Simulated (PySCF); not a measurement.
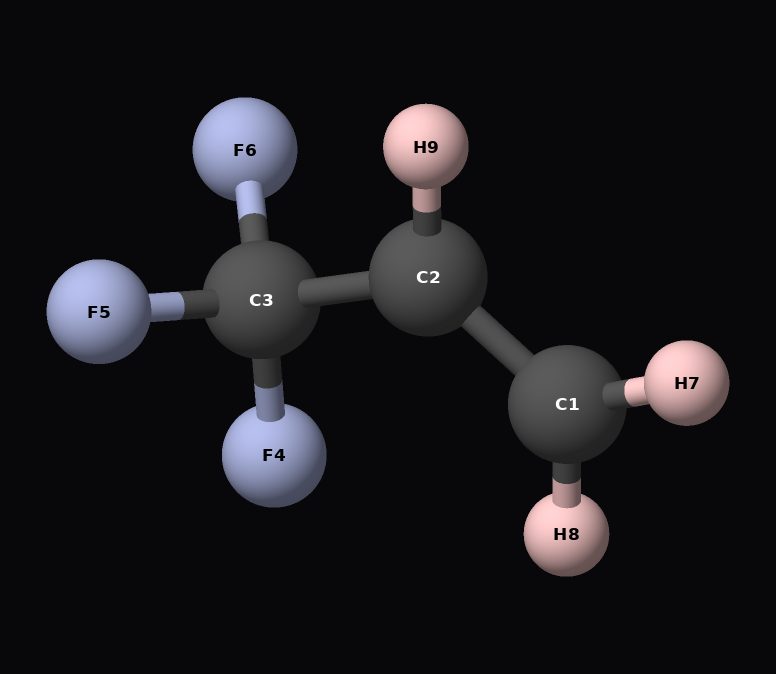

Every bond is drawn as one stick. The computed structure is the end point of a PBE0-D3(BJ)/def2-SVP optimisation. No frequency run is at hand to confirm it as a minimum. Level of theory: PBE0/pcSseg-1 (PySCF 2.14.0).

Question. Which bond has the highest Mayer bond order?

Answer. C1–C2, 1.96, at a length of 1.329 Å.

List the Mayer bond orders of C1–C2, C1–H7, C1–H8, C2–C3, C2–H9, C3–F4, C3–F5, C3–F6. Atoms whose distances differ by more than 0.02 Å in this geometry are listed apart.

```csv
bond,Mayer order,length (Å)
C1–C2,1.96,1.329
C1–H7,0.95,1.092
C1–H8,0.95,1.093
C2–C3,1.01,1.495
C2–H9,0.93,1.094
C3–F4,1.02,1.334
C3–F5,1.00,1.338
C3–F6,0.99,1.338
```
